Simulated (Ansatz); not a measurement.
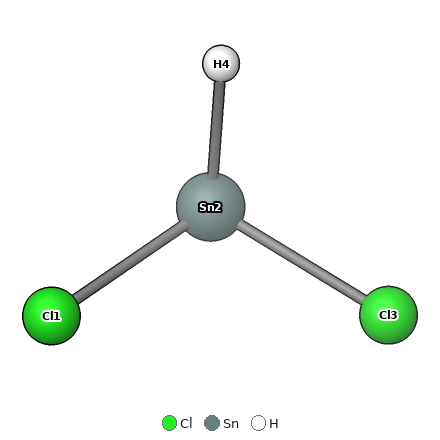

The system is Cl2HSn, SMILES [Cl][SnH][Cl], spin multiplicity 2; the picture shows the grid point nearest to the relaxed geometry. Two internal coordinates are moved rigidly from the geometry relaxed at PBE0-D4/def2-TZVP, all others fixed. Coordinates scanned: (1) bond Sn2–H4; (2) angle Cl1–Sn2–H4. Grid: 5 × 5 points. All energies are given in kcal/mol relative to the lowest grid point. The calculation used UKS r2SCAN-D4/def2-TZVPP (Ansatz 0.2.0).

Its coordinates:

| atom | x (Å) | y (Å) | z (Å) |
| --- | --- | --- | --- |
| Cl | -2.0909 | 0.0999 | 0.0323 |
| Sn | 0.1420 | -0.1443 | -0.6065 |
| Cl | 1.1408 | -1.4479 | 1.0539 |
| H | 0.8912 | 1.4919 | -0.4962 |

Range: bond Sn2–H4 from 1.493 to 2.257 Å; angle Cl1–Sn2–H4 from 76.6 to 136.6°.

What will the energy surface look like?

The lowest grid point is at bond Sn2–H4 = 1.803 Å, angle Cl1–Sn2–H4 = 106.6°. The bottom of the well lies between grid points, at about bond Sn2–H4 = 1.738 Å, angle Cl1–Sn2–H4 = 106°, about 0.41 kcal/mol lower on the interpolated surface. It is the only kind of minimum in the scanned range. The highest grid point, bond Sn2–H4 = 1.493 Å, angle Cl1–Sn2–H4 = 76.6°, lies 21.7 kcal/mol above the lowest. Round the minimum the two coordinates are nearly uncoupled.

| angle Cl1–Sn2–H4 ↓, bond Sn2–H4 → | 1.493 | 1.619 | 1.803 | 2.019 | 2.257 |
| --- | --- | --- | --- | --- | --- |
| 136.6 | 19.8 | 10.5 | 8.0 | 12.4 | 18.5 |
| 121.6 | 13.3 | 4.1 | 2.1 | 7.5 | 15.1 |
| 106.6 | 11.0 | 1.8 | 0.0 | 5.9 | 14.2 |
| 91.6 | 13.5 | 4.2 | 2.3 | 8.1 | 16.2 |
| 76.6 | 21.7 | 12.2 | 9.9 | 14.7 | 21.1 |

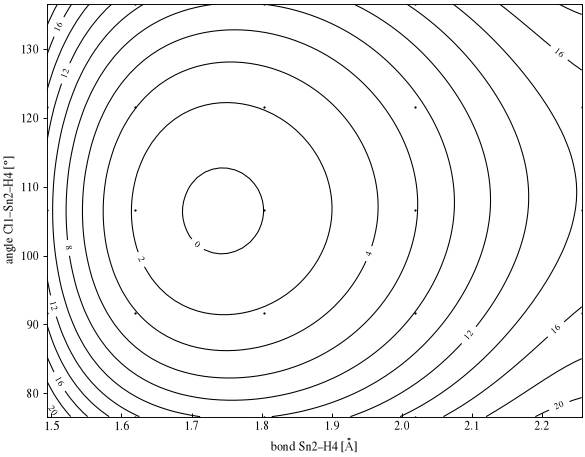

In the figure: contour lines labelled in kcal/mol, dots at the grid points. Between grid points the surface is interpolated.
